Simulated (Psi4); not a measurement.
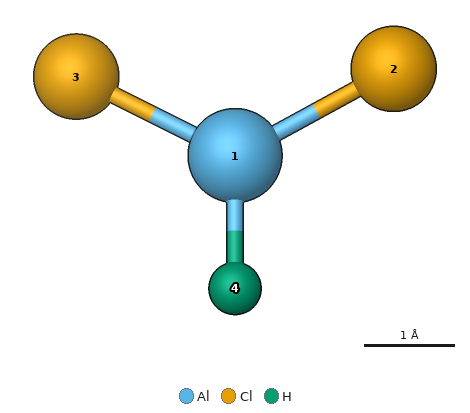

*The starting structure (ball-and-stick view, seen at a tilt; atoms are numbered from 1 in the order of the input). Sticks mark near contacts.*

**Run report: AlHCl$_{2}$, geometry relaxation**

The run: geometry relaxation of AlHCl$_{2}$, SMILES [H][Al]([Cl])[Cl]. Method and program: r2SCAN/def2-SVP, RKS (Psi4 1.11).

The geometry comes from this level: GFN2-xTB.

## Input file (run.py)
```python
import numpy as np
from ase.calculators.psi4 import Psi4
from ase import Atoms
from ase.optimize import LBFGS

a = Atoms(['Al', 'Cl', 'Cl', 'H'], positions=[
    [-0.047750, -0.080660, -0.000420],
    [1.971850, -0.182600, 0.014280],
    [-1.095680, 1.649890, -0.015830],
    [-0.828410, -1.386630, 0.001980],
])
calc = Psi4(atoms=a, method='r2scan', basis='def2-SVP', memory='1600MB', num_threads=1, charge=0, multiplicity=1, label='alcl2h')
a.calc = calc

opt = LBFGS(a)
done = opt.run(fmax=0.05, steps=60)
print('converged:', done)
for s, p in zip(a.symbols, a.positions):
    print(f'{s:2s} {p[0]:12.6f} {p[1]:12.6f} {p[2]:12.6f}')
```

Machine: 1 thread of Intel Xeon (Granite Rapids), 160 GiB of memory available, shared host.

Run as:
```bash
python run.py
```

## The program's output
```
gradient() will perform analytic gradient computation.

   => Loading Basis Set <=

    Name: DEF2-SVP
    Role: ORBITAL
    Keyword: BASIS

         ---------------------------------------------------------
                                   SCF
                              RKS Reference
                        1 Threads,   1525 MiB Core
         ---------------------------------------------------------

  ==> Geometry <==

    Molecular point group: c1
    Full point group: C1

    Geometry (in Angstrom), charge = 0, multiplicity = 1:

       Center              X                  Y                   Z               Mass
    ------------   -----------------  -----------------  -----------------  -----------------
         AL          -0.386932543960    -0.647734492890     0.001062825721    26.981538530000
         CL           1.708392270707    -0.642476643524     0.014690385835    34.968852682000
         CL          -1.375519583291     1.199714985031    -0.015579994368    34.968852682000
         H           -1.190822401061    -1.993512992386     0.002413034518     1.007825032230

  Running in c1 symmetry.

  Rotational constants: A =      0.59862  B =      0.07471  C =      0.06642 [cm^-1]
  Rotational constants: A =  17946.13920  B =   2239.77546  C =   1991.25594 [MHz]
  Nuclear repulsion =  164.209529694170925

  Charge       = 0
  Multiplicity = 1
  Electrons    = 48
  Nalpha       = 24
  Nbeta        = 24

  ==> Algorithm <==

  SCF Algorithm Type is DF.
  DIIS enabled.
  MOM disabled.
  Fractional occupation disabled.
  Guess Type is SAD.
  Energy threshold   = 1.00e-08
  Density threshold  = 1.00e-08
  Integral threshold = 1.00e-12

  ==> Primary Basis <==

  Basis Set: DEF2-SVP
    Blend: DEF2-SVP
    Number of shells: 27
    Number of basis functions: 59
    Number of Cartesian functions: 62
    Spherical Harmonics?: true
    Max angular momentum: 2

  ==> DFT Potential <==

   => LibXC <=

    Version 7.1.2

   => Composite Functional: R2SCAN <=

    r2SCAN Meta-GGA XC Functional  (0.1021/acs.jpclett.0c02405)

    Deriv               =              1
    GGA                 =           TRUE
    Meta                =           TRUE

    Exchange Hybrid     =          FALSE
    MP2 Hybrid          =          FALSE

   => Exchange Functionals <=

    1.0000   XC_MGGA_X_R2SCAN

   => Correlation Functionals <=

    1.0000   XC_MGGA_C_R2SCAN

   => LibXC Density Thresholds  <==

    XC_MGGA_C_R2SCAN:  1.00E-15
    XC_MGGA_X_R2SCAN:  1.00E-11

   => Molecular Quadrature <=

    Radial Scheme          =       TREUTLER
    Pruning Scheme         =           NONE
    Nuclear Scheme         =       TREUTLER

    Blocking Scheme        =         OCTREE
    BS radius alpha        =              1
    Pruning alpha          =              1
    Radial Points          =             75
    Spherical Points       =            302
    Total Points           =          86122
    Total Blocks           =            716
    Max Points             =            256
    Max Functions          =             57
    Weights Tolerance      =       1.00E-15

   => Loading Basis Set <=

    Name: (DEF2-SVP AUX)
    Role: JKFIT
    Keyword: DF_BASIS_SCF

  ==> Integral Setup <==

  DFHelper Memory: AOs need 0.012 GiB; user supplied 0.839 GiB.
  SCF_SUBTYPE=INCORE selected. In-core MEM_DF algorithm will be used.
  Using in-core AOs.

  ==> MemDFJK: Density-Fitted J/K Matrices <==

    J tasked:                   Yes
    K tasked:                    No
    wK tasked:                   No
    Memory [MiB]:               859
    Algorithm:                 Core
    Schwarz Cutoff:           1E-12
    Mask sparsity (%):       3.1026
    Fitting Condition:        1E-10

   => Auxiliary Basis Set <=

  Basis Set: (DEF2-SVP AUX)
    Blend: DEF2-UNIVERSAL-JKFIT
    Number of shells: 120
    Number of basis functions: 402
    Number of Cartesian functions: 485
    Spherical Harmonics?: true
    Max angular momentum: 4

  Cached 100.0% of DFT collocation blocks in 0.279 [GiB].

  Minimum eigenvalue in the overlap matrix is 3.3104792866E-02.
  Reciprocal condition number of the overlap matrix is 9.7145350973E-03.
    Using symmetric orthogonalization.

  ==> Pre-Iterations <==

  SCF Guess: Superposition of Atomic Densities via on-the-fly atomic UHF (no occupation information).

   -------------------------
    Irrep   Nso     Nmo
   -------------------------
     A         59      59
   -------------------------
    Total      59      59
   -------------------------

  ==> Iterations <==

                           Total Energy        Delta E     RMS |[F,P]|

   @DF-RKS iter SAD: -1162.84782278155717   -1.16285e+03   0.00000e+00
   @DF-RKS iter   1: -1163.07186170000386   -2.24039e-01   4.95267e-03 DIIS/ADIIS
   @DF-RKS iter   2: -1163.09215440940670   -2.02927e-02   3.76939e-03 DIIS/ADIIS
   @DF-RKS iter   3: -1163.11511032068461   -2.29559e-02   6.13063e-04 DIIS/ADIIS
   @DF-RKS iter   4: -1163.11605476534510   -9.44445e-04   1.37604e-04 DIIS/ADIIS
   @DF-RKS iter   5: -1163.11609399270333   -3.92274e-05   1.80605e-05 DIIS
   @DF-RKS iter   6: -1163.11609502468764   -1.03198e-06   3.41038e-06 DIIS
   @DF-RKS iter   7: -1163.11609505649267   -3.18050e-08   5.67283e-07 DIIS
   @DF-RKS iter   8: -1163.11609505708066   -5.87988e-10   1.49881e-07 DIIS
   @DF-RKS iter   9: -1163.11609505712909   -4.84306e-11   4.06085e-09 DIIS
  Energy and wave function converged.

  ==> Post-Iterations <==

   Electrons on quadrature grid:
      Ntotal   =   47.9999918120 ; deviation = -8.188e-06

    Orbital Energies [Eh]
    ---------------------

    Doubly Occupied:

       1A   -101.169198     2A   -101.169166     3A    -55.820369
       4A     -9.369756     5A     -9.369746     6A     -7.116519
       7A     -7.116518     8A     -7.112587     9A     -7.112580
      10A     -7.111691    11A     -7.111684    12A     -4.132799
      13A     -2.677455    14A     -2.671916    15A     -2.668637
      16A     -0.786034    17A     -0.775340    18A     -0.422799
      19A     -0.363011    20A     -0.344647    21A     -0.326184
      22A     -0.310135    23A     -0.302699    24A     -0.301273

    Virtual:

      25A     -0.065670    26A     -0.028589    27A      0.036622
      28A      0.093628    29A      0.106117    30A      0.252366
      31A      0.268414    32A      0.283104    33A      0.338642
      34A      0.358796    35A      0.412670    36A      0.447578
      37A      0.452696    38A      0.588159    39A      0.634582
      40A      0.685849    41A      0.740381    42A      0.741755
      43A      0.742957    44A      0.753387    45A      0.763566
      46A      0.786349    47A      0.811885    48A      0.826168
      49A      0.906007    50A      0.926567    51A      0.944311
      52A      0.956245    53A      0.975804    54A      1.142620
      55A      1.332132    56A      1.332256    57A      1.527283
      58A      1.591440    59A      2.063350

    Final Occupation by Irrep:
              A
    DOCC [    24 ]
    NA   [    24 ]
    NB   [    24 ]

  @DF-RKS Final Energy: -1163.11609505712909

   => Energetics <=

    Nuclear Repulsion Energy =            164.2095296941709250
    One-Electron Energy =               -1935.4393476185982763
    Two-Electron Energy =                 683.6221653563457039
    DFT Exchange-Correlation Energy =     -75.5084424890473542
    Empirical Dispersion Energy =           0.0000000000000000
    VV10 Nonlocal Energy =                  0.0000000000000000
    Total Energy =                      -1163.1160950571290869

Computation Completed

Properties will be evaluated at   0.000000,   0.000000,   0.000000 [a0]

Properties computed using the SCF density matrix

 Multipole Moments:

 ------------------------------------------------------------------------------------
     Multipole            Electronic (a.u.)      Nuclear  (a.u.)        Total (a.u.)
 ------------------------------------------------------------------------------------

 L = 1.  Multiply by 2.5417464519 to convert [e a0] to [Debye]
 Dipole X            :          0.8447987           -1.0622335           -0.2174349
 Dipole Y            :          1.4142680           -1.7782504           -0.3639825
 Dipole Z            :         -0.0010071            0.0020908            0.0010837
 Magnitude           :                                                    0.4239839

 ------------------------------------------------------------------------------------

	total time  =          3 seconds =       0.05 minutes

         ------------------------------------------------------------
                                   SCF GRAD
         ------------------------------------------------------------

  ==> Geometry <==

    Molecular point group: c1
    Full point group: C1

    Geometry (in Angstrom), charge = 0, multiplicity = 1:

       Center              X                  Y                   Z               Mass
    ------------   -----------------  -----------------  -----------------  -----------------
         AL          -0.386932543960    -0.647734492890     0.001062825721    26.981538530000
         CL           1.708392270707    -0.642476643524     0.014690385835    34.968852682000
         CL          -1.375519583291     1.199714985031    -0.015579994368    34.968852682000
         H           -1.190822401061    -1.993512992386     0.002413034518     1.007825032230

  Nuclear repulsion =  164.209529694170925

  ==> Basis Set <==

  Basis Set: DEF2-SVP
    Blend: DEF2-SVP
    Number of shells: 27
    Number of basis functions: 59
    Number of Cartesian functions: 62
    Spherical Harmonics?: true
    Max angular momentum: 2

  ==> DFJKGrad: Density-Fitted SCF Gradients <==

    Gradient:                    1
    J tasked:                  Yes
    K tasked:                   No
    wK tasked:                  No
    Integrals threads:           1
    Memory [MiB]:             1144
    Schwarz Cutoff:          1E-12
    Fitting Condition:       1E-10

   => Auxiliary Basis Set <=

  Basis Set: (DEF2-SVP AUX)
    Blend: DEF2-UNIVERSAL-JKFIT
    Number of shells: 120
    Number of basis functions: 402
    Number of Cartesian functions: 485
    Spherical Harmonics?: true
    Max angular momentum: 4

  ==> DFT Potential <==

   => LibXC <=

    Version 7.1.2

   => Composite Functional: R2SCAN <=

    r2SCAN Meta-GGA XC Functional  (0.1021/acs.jpclett.0c02405)

    Deriv               =              1
    GGA                 =           TRUE
    Meta                =           TRUE

    Exchange Hybrid     =          FALSE
    MP2 Hybrid          =          FALSE

   => Exchange Functionals <=

    1.0000   XC_MGGA_X_R2SCAN

   => Correlation Functionals <=

    1.0000   XC_MGGA_C_R2SCAN

   => LibXC Density Thresholds  <==

    XC_MGGA_C_R2SCAN:  1.00E-15
    XC_MGGA_X_R2SCAN:  1.00E-11

   => Molecular Quadrature <=

    Radial Scheme          =       TREUTLER
    Pruning Scheme         =           NONE
    Nuclear Scheme         =       TREUTLER

    Blocking Scheme        =         OCTREE
    BS radius alpha        =              1
    Pruning alpha          =              1
    Radial Points          =             75
    Spherical Points       =            302
    Total Points           =          86122
    Total Blocks           =            716
    Max Points             =            256
    Max Functions          =             57
    Weights Tolerance      =       1.00E-15

  -Total Gradient:
     Atom            X                  Y                   Z
    ------   -----------------  -----------------  -----------------
       1       -0.000092084240    -0.000158780213     0.000024987281
       2       -0.000264712142    -0.000145371992    -0.000008308958
       3       -0.000003895890    -0.000297984515    -0.000005766145
       4       -0.000197043045    -0.000331656222    -0.000009757212

	total time  =          0 seconds =       0.00 minutes
```

## Standard output
```
Memory set to   1.490 GiB by Python driver.
  Threads set to 1 by Python driver.

  Memory set to   1.490 GiB by Python driver.
  Threads set to 1 by Python driver.
       Step     Time          Energy          fmax
LBFGS:    0 17:28:06   -31649.865171        1.529556
LBFGS:    1 17:28:10   -31649.932592        0.901889
LBFGS:    2 17:28:13   -31649.983936        0.472105
LBFGS:    3 17:28:16   -31649.989065        0.237205
LBFGS:    4 17:28:19   -31649.990902        0.161507
LBFGS:    5 17:28:22   -31649.992317        0.142720
LBFGS:    6 17:28:25   -31649.994432        0.224336
LBFGS:    7 17:28:28   -31649.997349        0.279267
LBFGS:    8 17:28:30   -31649.999956        0.202763
LBFGS:    9 17:28:33   -31650.000929        0.068359
LBFGS:   10 17:28:36   -31650.001054        0.019844
converged: True
Al    -0.071477    -0.119646     0.000415
Cl     2.023848    -0.114388     0.014042
Cl    -1.060064     1.727804    -0.016228
H     -0.875367    -1.465424     0.001765
```

## Trajectory as extended XYZ (Å, eV, eV/Å), 11 frames, from step=0 to step=10
```
4
Properties=species:S:1:pos:R:3:forces:R:3 step=0 energy=-31649.86543
Al   -0.0478   -0.0807   -0.0004   -0.4878  -0.7797   0.0024
Cl    1.9719   -0.1826    0.0143    1.5263   0.1001   0.0094
Cl   -1.0957    1.6499   -0.0158   -0.6245   1.3736  -0.0117
H    -0.8284   -1.3866    0.0020   -0.3952  -0.6625   0.0000
4
Properties=species:S:1:pos:R:3:forces:R:3 step=1 energy=-31649.93285
Al   -0.0573   -0.0961   -0.0004   -0.1481  -0.2419   0.0021
Cl    1.9910   -0.1855    0.0144    0.8940   0.1192   0.0049
Cl   -1.1072    1.6652   -0.0160   -0.3171   0.8411  -0.0070
H    -0.8367   -1.4004    0.0020   -0.4053  -0.6789   0.0001
4
Properties=species:S:1:pos:R:3:forces:R:3 step=2 energy=-31649.98419
Al   -0.0700   -0.1171   -0.0003    0.1138   0.1827   0.0018
Cl    2.0204   -0.1914    0.0146    0.0802   0.1328  -0.0008
Cl   -1.1262    1.6882   -0.0163    0.0766   0.1377  -0.0008
H    -0.8582   -1.4364    0.0020   -0.2420  -0.4054  -0.0002
4
Properties=species:S:1:pos:R:3:forces:R:3 step=3 energy=-31649.98932
Al   -0.0724   -0.1210   -0.0002    0.0730   0.1164   0.0018
Cl    2.0267   -0.1927    0.0147   -0.0727   0.1333  -0.0018
Cl   -1.1304    1.6930   -0.0163    0.1501   0.0023   0.0004
H    -0.8680   -1.4528    0.0020   -0.1215  -0.2037  -0.0005
4
Properties=species:S:1:pos:R:3:forces:R:3 step=4 energy=-31649.99116
Al   -0.0732   -0.1224   -0.0002    0.0021   0.0015   0.0017
Cl    2.0272   -0.1921    0.0146   -0.0957   0.1301  -0.0018
Cl   -1.1301    1.6938   -0.0164    0.1593  -0.0214   0.0007
H    -0.8743   -1.4635    0.0020   -0.0367  -0.0617  -0.0006
4
Properties=species:S:1:pos:R:3:forces:R:3 step=5 energy=-31649.99258
Al   -0.0741   -0.1241   -0.0001   -0.0586  -0.0964   0.0015
Cl    2.0249   -0.1898    0.0146   -0.0721   0.1226  -0.0015
Cl   -1.1270    1.6930   -0.0164    0.1426  -0.0059   0.0006
H    -0.8790   -1.4713    0.0020    0.0174   0.0288  -0.0006
4
Properties=species:S:1:pos:R:3:forces:R:3 step=6 energy=-31649.99469
Al   -0.0767   -0.1285    0.0000   -0.1175  -0.1911   0.0010
Cl    2.0198   -0.1842    0.0145   -0.0239   0.1052  -0.0009
Cl   -1.1196    1.6911   -0.0163    0.1055   0.0263   0.0003
H    -0.8850   -1.4814    0.0019    0.0659   0.1099  -0.0005
4
Properties=species:S:1:pos:R:3:forces:R:3 step=7 energy=-31649.99761
Al   -0.0825   -0.1384    0.0002   -0.1468  -0.2376   0.0001
Cl    2.0112   -0.1737    0.0143    0.0307   0.0720  -0.0001
Cl   -1.1064    1.6886   -0.0163    0.0511   0.0573   0.0001
H    -0.8928   -1.4946    0.0018    0.0955   0.1596  -0.0001
4
Properties=species:S:1:pos:R:3:forces:R:3 step=8 energy=-31650.00021
Al   -0.0907   -0.1520    0.0004   -0.1068  -0.1724  -0.0010
Cl    2.0022   -0.1609    0.0141    0.0529   0.0294   0.0005
Cl   -1.0908    1.6867   -0.0163    0.0026   0.0573   0.0001
H    -0.8998   -1.5063    0.0018    0.0810   0.1355   0.0003
4
Properties=species:S:1:pos:R:3:forces:R:3 step=9 energy=-31650.00119
Al   -0.0954   -0.1597    0.0004   -0.0308  -0.0492  -0.0014
Cl    1.9988   -0.1548    0.0140    0.0327   0.0075   0.0006
Cl   -1.0838    1.6866   -0.0162   -0.0082   0.0311   0.0002
H    -0.9010   -1.5084    0.0017    0.0350   0.0587   0.0005
4
Properties=species:S:1:pos:R:3:forces:R:3 step=10 energy=-31650.00131
Al   -0.0957   -0.1603    0.0004    0.0047   0.0082  -0.0013
Cl    1.9996   -0.1550    0.0140    0.0136   0.0075   0.0004
Cl   -1.0843    1.6872   -0.0162    0.0002   0.0153   0.0003
H    -0.8996   -1.5061    0.0018    0.0101   0.0170   0.0005
```

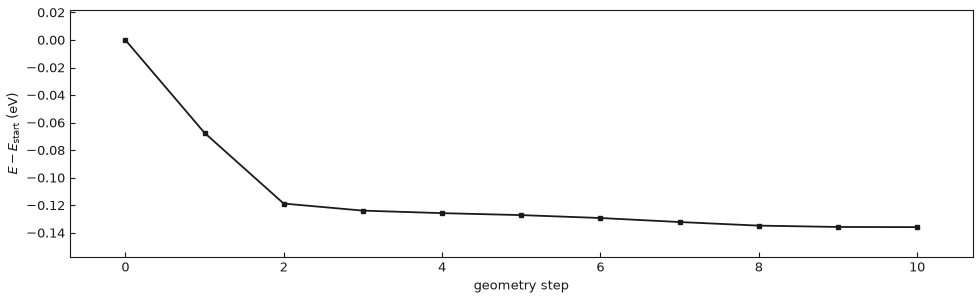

*Progress of the relaxation, step by step (steps are counted from 0).*

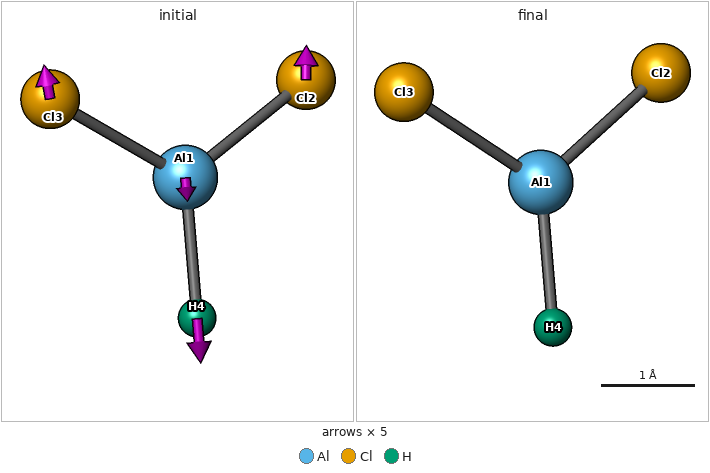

*Before (left) and after (right) the relaxation, at one scale (ball-and-stick view, seen at a tilt). The pink arrows give the displacements, magnified 5 times.*

The energy falls by 0.136 eV in 10 geometry steps. Largest force component: 1.5 eV/Å at the start, 0.017 eV/Å at the end. The atom that moves furthest after the best rigid fit is H4 (0.100 Å). By element the largest moves are H 0.100 Å, Cl 0.078 Å, Al 0.054 Å. Among the contacts that change: Al1–Cl2 2.022 → 2.095 Å, Al1–H4 1.522 → 1.568 Å. Among the angles that change: Cl2–Al1–Cl3 124.1° → 118.0°, Cl2–Al1–H4 118.0° → 121.0°. (Atoms are counted from 1 in the order of the input.)

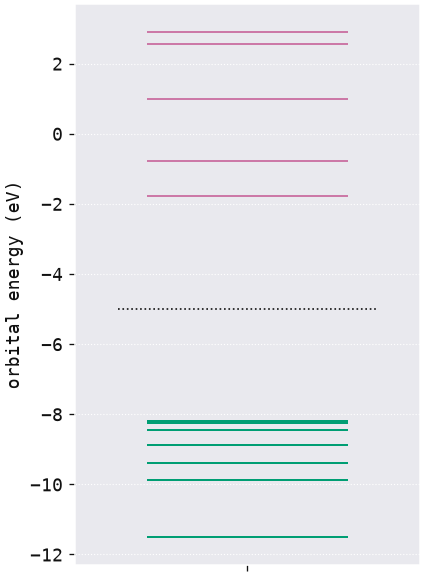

*Orbital energies near the frontier; the dotted line parts filled from empty levels, and levels within 0.02 eV of each other stand side by side.*

Highest filled −8.20 eV, lowest empty −1.79 eV, 6.41 eV apart.

## Results in brief

| quantity | value |
| --- | --- |
| outcome | converged |
| total energy | −1163.116095 hartree |
| basis functions | 59 |
| HOMO | −8.20 eV |
| LUMO | −1.79 eV |
| dipole moment | 1.08 D |
| wall time | 35 s |
| peak memory | 0.64 GiB |
